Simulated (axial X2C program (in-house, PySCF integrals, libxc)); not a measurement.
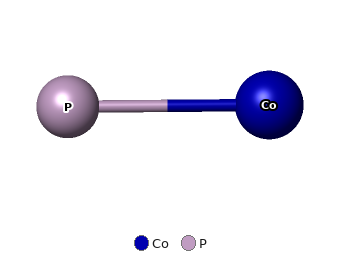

*The molecule at the reference distance of 2.129 Å.*

# Run report: CoP⁺, relativistic diatomic calculation

CoP⁺, single determinant with Ω = 5/2. Computed at this level: M06, two-component X2C with atomic mean-field Coulomb and Gaunt terms, Co dyall-cv3z, P dyall-v3z (cores contracted) (axial X2C program (in-house, PySCF integrals, libxc)).

## Results in brief

```tsv
quantity	value
outcome	converged
bond length rₑ	2.083 Å
ωₑ	417.1 cm⁻¹
energy at the minimum	−1734.70247 hartree
depth below the fragments	2.39 eV
hardware	1 thread of AMD EPYC (Zen 4), 24 GiB of memory available, shared host
wall time	5.3 s
peak memory	0.8 GiB
```

## Notes

To bear in mind: 7 of the 10 points asked for were kept.

## Input file
```
{"zs": [27, 15], "q": 1, "bas": ["dyall-cv3z", "dyall-v3z"], "levels": ["PBE0", "HF", "M06"], "cc": true, "r0": 2.05, "thr": -2.0, "nmax": 90, "npts": 10, "nst": 2, "ntry": 6}
```

The line is the task of a batch: nuclear charges, charge, bases, the levels to run, a first guess of the distance and further settings. This report covers M06 with spin-orbit coupling. The log is that of the reference distance 2.129 Å.

Launched within a batch (the task file carries these settings):
```bash
python <driver script> task.json out
```

## The program's output
```
two-component X2C + atomic mean field  M06
basis functions 154  fitting functions 890  grid points 5083
iter        total energy     max residual
   1      -1734.693674541     1.03e-01
   2      -1734.699233879     1.95e-02
   3      -1734.701067448     3.03e-02
   4      -1734.701639049     5.32e-03
   5      -1734.701880201     6.46e-03
   6      -1734.701936352     6.93e-04
   7      -1734.701958748     1.03e-03
   8      -1734.701975326     7.59e-04
   9      -1734.701982312     2.80e-04
  10      -1734.701984454     9.54e-05
  11      -1734.701984685     4.12e-05
  12      -1734.701984714     1.61e-05
  13      -1734.701984721     1.22e-05
converged
one-electron -2590.82889106  Coulomb 838.88697857  exact exchange -21.85076453  xc functional -61.13146610  nuclear repulsion 100.66546286  atomic mean-field constant -0.44330447
```

## The points of the curve

```csv
R (Å),E (hartree),"dipole (D; origin at the first atom, positive when the second is positive)",highest filled (eV),lowest empty (eV)
1.937,−1734.696277,2.32,−13.13,−9.90
2.001,−1734.700698,2.33,−13.17,−9.89
2.065,−1734.702394,2.35,−13.21,−9.92
2.129,−1734.701985,2.38,−13.25,−9.96
2.204,−1734.699508,2.44,−13.22,−10.02
2.278,−1734.695452,2.51,−13.17,−10.09
2.374,−1734.688675,2.65,−13.10,−10.18
```

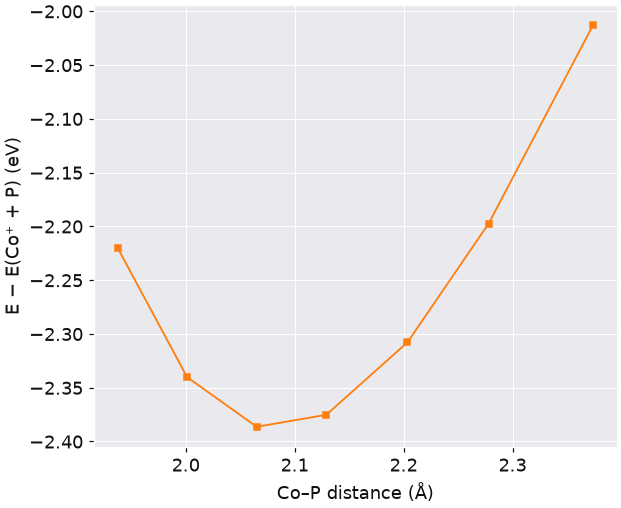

*Energy at 7 bond lengths, for one set of occupations held fixed; the line joins the points.*

A polynomial of degree 5 through 7 points gives rₑ = 2.083 Å, ωₑ = 417.1 cm⁻¹, ωₑxₑ = 1.5 cm⁻¹ and Bₑ = 0.1914 cm⁻¹. The minimum lies 2.39 eV below Co⁺ + P, each computed as one determinant at the same level.

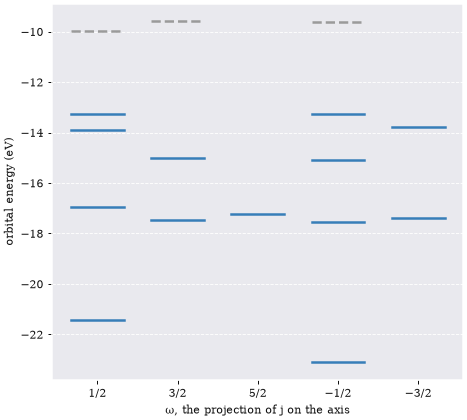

*Orbital energies near the frontier at 2.13 Å, filled (solid) and empty (dashed).*

The highest filled spinor (−1/2; 37 % P p, 34 % Co d) lies at −13.25 eV, the lowest empty one (1/2; 62 % Co d, 33 % P p) at −9.96 eV.
